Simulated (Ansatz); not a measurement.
**C2H6Se (dimethyl selenide): CCSD(T)/cc-pVDZ**

What is the vertical singlet–triplet gap of C2H6Se (dimethyl selenide) at CCSD(T)/cc-pVDZ? 

The results are computed with Ansatz 0.2.0.

54 further runs of the same task are left out: 54 set aside as unsound or not needed.

## 1. Starting point

C2H6Se has 9 atoms, charge 0, and is taken as a singlet. SMILES: `C[Se]C`. Geometry: relaxed at PBE0-D4/def2-TZVP.

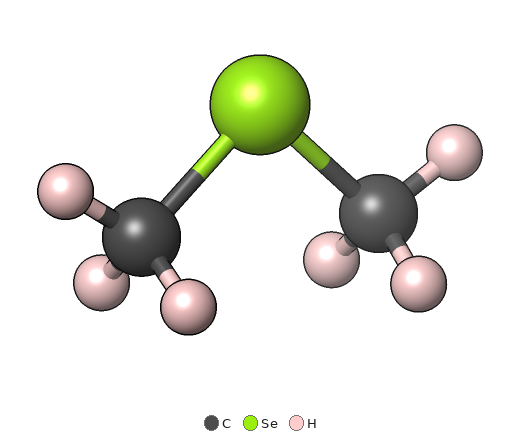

Viewed from a chosen angle; carbon dark grey, selenium green, hydrogen pink.

## 2. A single-point energy at CCSD(T)/cc-pVDZ

job.yaml reads:

```yaml
crystal:
  periodic: [false, false, false]
  atoms:
    - {symbol: C, position_ang: [-0.594400, 0.668400, -1.138000]}
    - {symbol: Se, position_ang: [1.137100, 0.569700, -0.268200]}
    - {symbol: C, position_ang: [0.625700, -0.672800, 1.131400]}
    - {symbol: H, position_ang: [-0.892600, -0.313800, -1.503200]}
    - {symbol: H, position_ang: [-0.489400, 1.349300, -1.982000]}
    - {symbol: H, position_ang: [-1.343000, 1.060700, -0.450400]}
    - {symbol: H, position_ang: [-0.158200, -0.242200, 1.753800]}
    - {symbol: H, position_ang: [0.291600, -1.615500, 0.699100]}
    - {symbol: H, position_ang: [1.511500, -0.850200, 1.740300]}
basis:
  gaussian:
    orbitals: cc-pVDZ
correlation:
  method: ccsd_t
  frozen_orbitals: {C: 1, H: 0, Se: 9}
accuracy: high
scf:
  omitted_lower_state_checks: [cluster_reference, increment]
```

Command:

```bash
ansatz run job.yaml --threads 1 --pin off --max-ram 3480MiB --events-out events.jsonl --progress --plain --runs-dir runs
```

What it wrote, shortened:

```text
Warning: RAYON_NUM_THREADS=1 ignored (pool sized by the plan → 1); use --threads N
Functional definition: HF
  name "HF"
[...]
1988 factors; integrals over basis functions are off by at most 4.8e-9 eV
[...]
mean field -67458.02709939 eV, -2479.0367712094 hartree, gradient 2.0e-8 eV, S^2 0.000000; 0 other end points of the search recorded, 0 dependent functions left out
11 core orbitals not correlated: weight in the atoms' cores, before any rotation towards them, 1.000 or more for the frozen orbitals, at most 0.000 for the correlated occupied ones
reference -67458.02709939 eV, -2479.0367712094 hartree; 15, 15 occupied and 59, 59 virtual orbitals, 1988 factors
second order -11.72976440 eV of doubles, -0.00000000 eV of singles
cycle   1  -12.52284718 eV  change   -7.9e-1 eV  update   7.2e-2
[...]
cycle  18  -12.92106671 eV  change   -2.4e-9 eV  update   2.1e-9
perturbative correction -0.36832889 eV, -0.0135358371 hartree
Total energy: -67471.31649498 eV, -2479.5251474898 hartree
Checks for a lower state left out: cluster_reference, increment
```

Run time: 12 s. Hardware: 1 thread of Intel Xeon 6975P-C (Granite Rapids), shared host; peak memory 0.49 GiB.

## 3. The triplet

run.yaml reads:

```yaml
crystal:
  periodic: [false, false, false]
  atoms:
    - {symbol: C, position_ang: [-0.594400, 0.668400, -1.138000]}
    - {symbol: Se, position_ang: [1.137100, 0.569700, -0.268200]}
    - {symbol: C, position_ang: [0.625700, -0.672800, 1.131400]}
    - {symbol: H, position_ang: [-0.892600, -0.313800, -1.503200]}
    - {symbol: H, position_ang: [-0.489400, 1.349300, -1.982000]}
    - {symbol: H, position_ang: [-1.343000, 1.060700, -0.450400]}
    - {symbol: H, position_ang: [-0.158200, -0.242200, 1.753800]}
    - {symbol: H, position_ang: [0.291600, -1.615500, 0.699100]}
    - {symbol: H, position_ang: [1.511500, -0.850200, 1.740300]}
basis:
  gaussian:
    orbitals: cc-pVDZ
magnetization:
  spin_polarized: true
  initial_magnetization: 2
correlation:
  method: ccsd_t
  frozen_orbitals: {C: 1, H: 0, Se: 9}
accuracy: high
scf:
  omitted_lower_state_checks: [cluster_reference, increment]
```

Command:

```bash
ansatz run run.yaml --threads 1 --pin off --max-ram 3480MiB --events-out events.jsonl --progress --plain --runs-dir runs
```

What it wrote, shortened:

```text
Warning: RAYON_NUM_THREADS=1 ignored (pool sized by the plan → 1); use --threads N
[... 2 set-up lines as earlier in the session ...]
[...]
1988 factors; integrals over basis functions are off by at most 4.8e-9 eV
[...]
mean field -67453.44168633 eV, -2478.8682603877 hartree, gradient 1.9e-8 eV, S^2 2.019891; 3 other end points of the search recorded, 0 dependent functions left out
11 core orbitals not correlated: weight in the atoms' cores, before any rotation towards them, 1.000 or more for the frozen orbitals, at most 0.000 for the correlated occupied ones
reference -67453.44168633 eV, -2478.8682603877 hartree; 16, 14 occupied and 58, 60 virtual orbitals, 1988 factors
second order -11.46691060 eV of doubles, -0.00000000 eV of singles
cycle   1  -12.29047110 eV  change   -8.2e-1 eV  update   8.0e-2
[...]
cycle  24  -12.71607998 eV  change    1.9e-9 eV  update   3.4e-9
perturbative correction -0.37876314 eV, -0.0139192888 hartree
Total energy: -67466.53652945 eV, -2479.3494869965 hartree
Checks for a lower state left out: cluster_reference, increment
```

Wall time 43 s (1 thread of Intel Xeon 6975P-C (Granite Rapids), shared host); peak memory 0.91 GiB.

## 4. Summary of results

Level: CCSD(T)/cc-pVDZ, 11 core orbitals frozen.

```
                                             quantity           value
                                singlet: total energy  -2479.52515 Eh
singlet: correlation energy (11 core orbitals frozen)      -488.4 mEh
                              singlet: (T) correction      -13.54 mEh
                               singlet: T1 diagnostic           0.007
                                triplet: total energy  -2479.34949 Eh
triplet: correlation energy (11 core orbitals frozen)      -481.2 mEh
                              triplet: (T) correction      -13.92 mEh
           triplet: ⟨S²⟩ of the reference determinant           2.020
                               triplet: T1 diagnostic           0.011
     vertical energy of the triplet above the singlet        4.780 eV
```

In words: At this shape the triplet lies 4.78 eV (110 kcal/mol) above the singlet. The triples (singlet) make up 2.8 % of the correlation energy. The triples (triplet) make up 2.9 % of the correlation energy.
